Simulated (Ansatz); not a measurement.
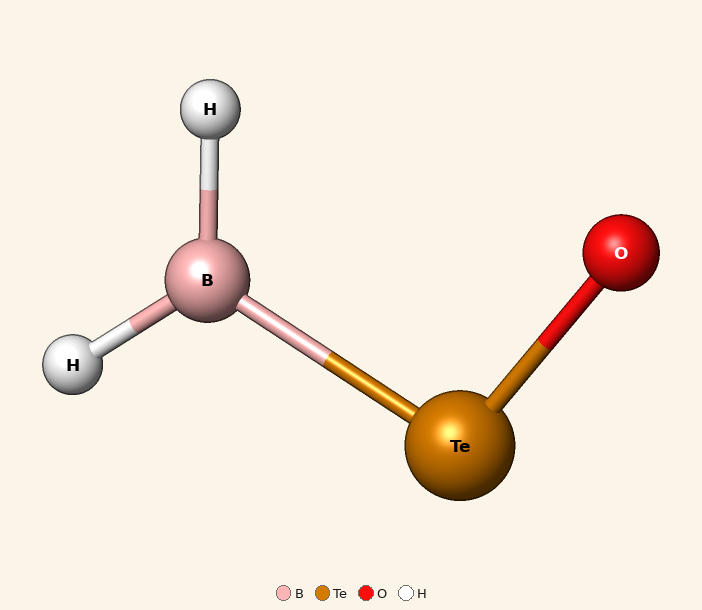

Ball-and-stick drawing of a structure. Every bond is drawn as one stick, whatever its order.

The species is neutral and a spin doublet. The computed structure is the end point of a PBE0-D4/def2-TZVP optimisation. No frequency run is at hand to confirm it as a minimum.

Count the atoms of each element.

BH₂OTe, 5 atoms: 1 boron, 2 hydrogen, 1 oxygen and 1 tellurium.

Name functional groups in it.

Among them: B–H bond.

How many atoms are distinct by symmetry?

5: 1 B, 1 Te, 1 O, 1 H, 1 H.

What is its SMILES?

B[Te][O]

The parts below concern this one geometry. Atoms keep their numbers from picture to picture.

## Electronic properties

No frequency run is at hand to confirm it as a minimum. Properties computed with UKS PBE0-D4/def2-TZVPP, core potentials on Te (Ansatz 0.2.0).

Computed properties:

- HOMO energy (Kohn–Sham orbital): −7.36 eV
- ⟨S²⟩ of the determinant: 0.761

## Charges

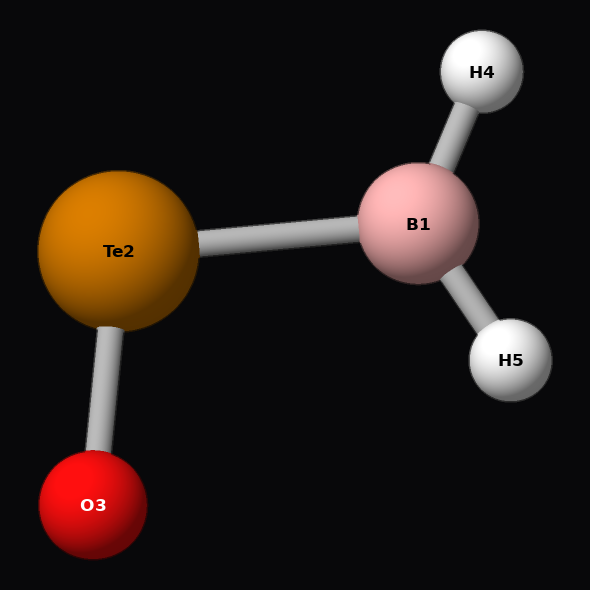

The questions are on Mulliken charges. No frequency run is at hand to confirm it as a minimum. Method: UKS PBE0-D4/def2-TZVP, core potentials on Te (Ansatz 0.2.0).

List the Mulliken charges.

```json
{"atom": "B1", "value (e)": "−0.20"}
{"atom": "Te2", "value (e)": "0.54"}
{"atom": "O3", "value (e)": "−0.45"}
{"atom": "H4", "value (e)": "0.04"}
{"atom": "H5", "value (e)": "0.06"}
```

## Dipole moment

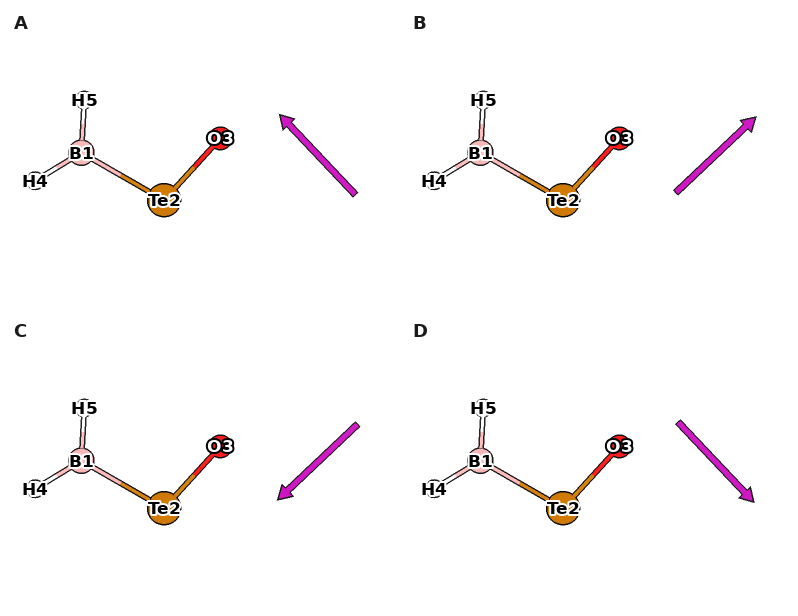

The same molecule four times, each with an arrow. No frequency run is at hand to confirm it as a minimum. Level of theory: UKS PBE0-D4/def2-TZVP, core potentials on Te (Ansatz 0.2.0).

Which arrow points along the dipole moment, from the negative to the positive end?

C. The dipole moment is 2.87 D; it points from the side of O3 to the side of H4 (the outermost atoms at the two ends).

Mulliken values depend strongly on the basis set and can even reverse the polarity of a bond.
